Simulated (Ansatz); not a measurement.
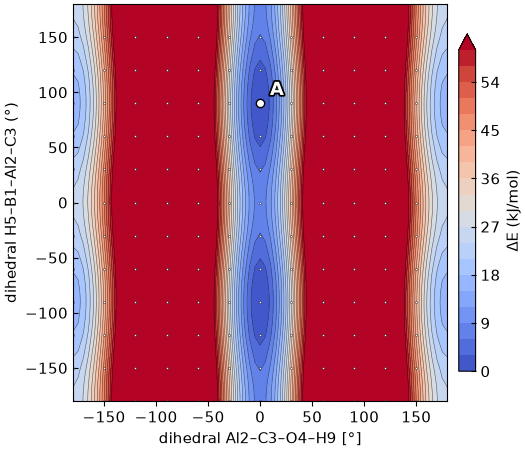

CH₅AlBO, SMILES [BH2][AlH][CH+]O, charge +1. 
- The first coordinate is: dihedral Al2–C3–O4–H9; the second: dihedral H5–B1–Al2–C3.
- Nothing is relaxed (all other coordinates rigid).
- Grid: 12 × 12 points.
- Points are written as (first, second).
- Energies are in kJ/mol, from the lowest grid point.
- Computed with Ansatz 0.2.0, RKS B3LYP-D4/def2-TZVP.

In the figure: filled contours, dots at the grid points, one colour for all values above the top of the scale, the well A. Between grid points the surface is interpolated.

> Where is the minimum, and how stiff is the well along each coordinate? Take the well at A.

The interpolated minimum is at dihedral Al2–C3–O4–H9 ≈ 0°, dihedral H5–B1–Al2–C3 ≈ 90°. The curvatures there are about 2.4 eV/rad² and 0.16 eV/rad², with a cross term of about 0 eV/rad². Round the minimum the two coordinates are nearly uncoupled. (1 eV is 96.5 kJ/mol.)
